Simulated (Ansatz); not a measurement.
# C₂H₉AlBN: what the fields show

Input file:

```
basis:
  gaussian:
    orbitals: def2-SVPD
crystal:
  periodic: [false, false, false]
  atoms:
    - {symbol: C, position_ang: [-2.272774, -0.009378, 0.662948]}
    - {symbol: C, position_ang: [0.672037, -0.886848, -0.877364]}
    - {symbol: Al, position_ang: [-0.630252, -1.144676, 0.550378]}
    - {symbol: B, position_ang: [-3.288644, -1.119092, 0.533431]}
    - {symbol: "N", position_ang: [-0.392084, -2.356430, 1.821290]}
    - {symbol: H, position_ang: [-3.725937, -1.689945, 1.511673]}
    - {symbol: H, position_ang: [-3.612234, -1.539205, -0.561019]}
    - {symbol: H, position_ang: [-2.180076, 0.501169, 1.634892]}
    - {symbol: H, position_ang: [-2.131512, 0.670486, -0.191523]}
    - {symbol: H, position_ang: [1.063071, 0.144339, -0.884649]}
    - {symbol: H, position_ang: [0.201008, -1.051102, -1.861370]}
    - {symbol: H, position_ang: [1.531756, -1.570785, -0.799953]}
    - {symbol: H, position_ang: [-1.061159, -2.551054, 2.558500]}
    - {symbol: H, position_ang: [0.413178, -2.965194, 1.917464]}
hamiltonian:
  xc: {name: PBE0}
output:
  forces: true
  orbitals: {seedname: orbitals}
```

Run with:

```sh
ansatz run input.yaml --threads 2 --pin off --max-ram 5220MiB --events-out events.jsonl --progress --plain --runs-dir runs
```

Geometry: PBE0-D3(BJ)/def2-SVP.

The calculation used Ansatz 0.2.0, isolated molecule in a Gaussian basis; Kohn-Sham density functional theory, functional PBE0.

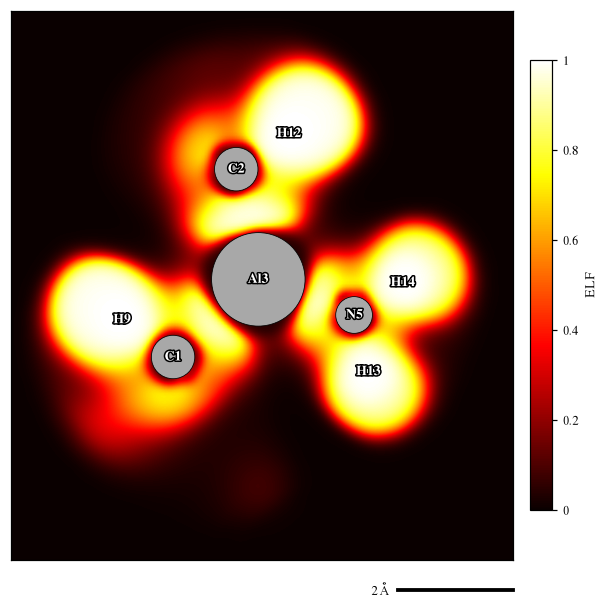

Figure 1. Electron localisation function on the plane of atoms C1, Al3 and N5. Grey discs cover the atomic cores.

> Interpret the plot.

The section cuts through C, Al, N and H sites.
Al–N (1.77 Å): the ELF peaks at about 0.90 in the valence shell of N, 0.6 Å from its nucleus, and is about 0.60 at the midpoint.
C–Al (1.95 Å): the ELF peaks at about 0.95 between the atoms: a polar covalent bond.
N–H (1.01 Å): the ELF climbs to about 1 towards the hydrogen, as it does in any bond to H; an ordinary covalent bond to hydrogen.
C–Al (2.00 Å): the ELF peaks at about 0.90 between the atoms (a polar covalent bond).
C–H (1.10 Å): the ELF climbs to about 1 towards the hydrogen; a covalent bond by its length.

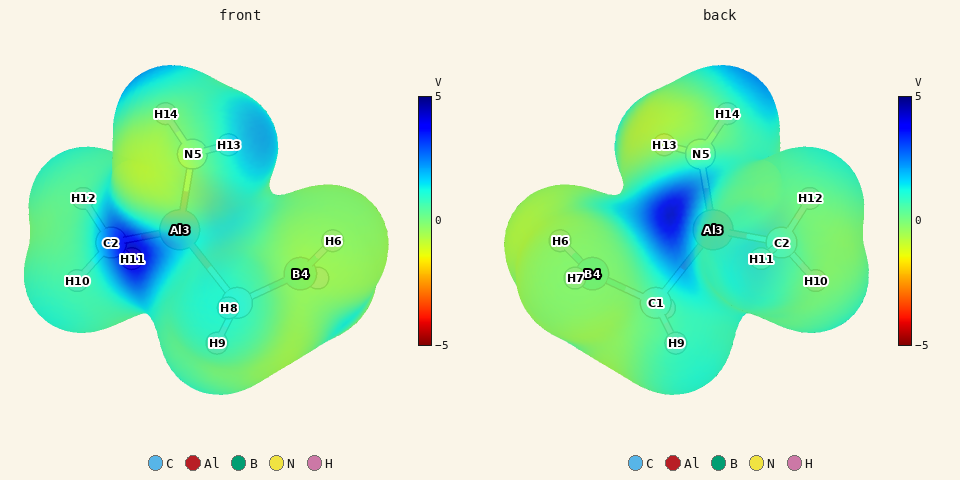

Figure 2. The molecular electrostatic potential painted on the density surface at 0.004 e/bohr³, seen from the front and from behind; the colour scale runs from red (negative) to blue (positive).

> Where is the surface potential most negative and most positive?

The most negative region (about −1.0 V) lies over N5, the most positive (about +4.1 V) over Al3.

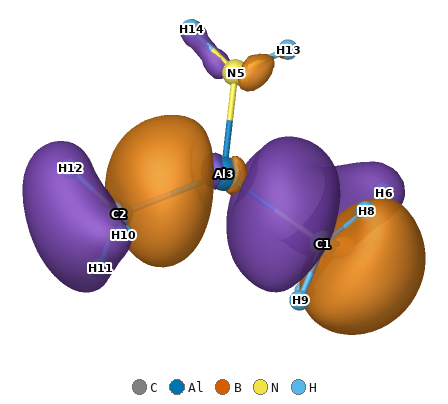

Figure 3. The HOMO−1 at ±0.08 Å⁻³ᐟ² (orange and purple are the two phases), seen at a tilt.

> Describe this orbital and give its energy.

By Hirshfeld shares it lies mainly on C1 (about 30 %), C2 (about 25 %), Al3 (about 15 %) and B4 (about 15 %). Its energy is −7.85 eV.

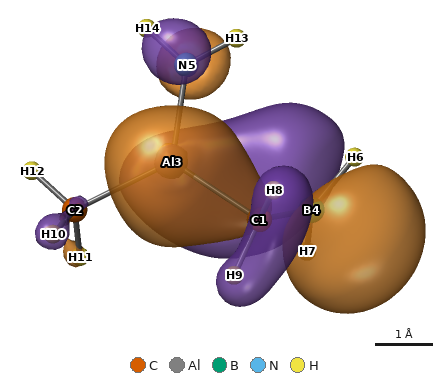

Figure 4. The LUMO at ±0.08 Å⁻³ᐟ² (orange and purple are the two phases), seen at a tilt.

> Describe this orbital and give its energy.

By Hirshfeld shares it lies mainly on B4 (about 35 %), Al3 (about 25 %) and C1 (about 10 %). Its energy is −1.05 eV.
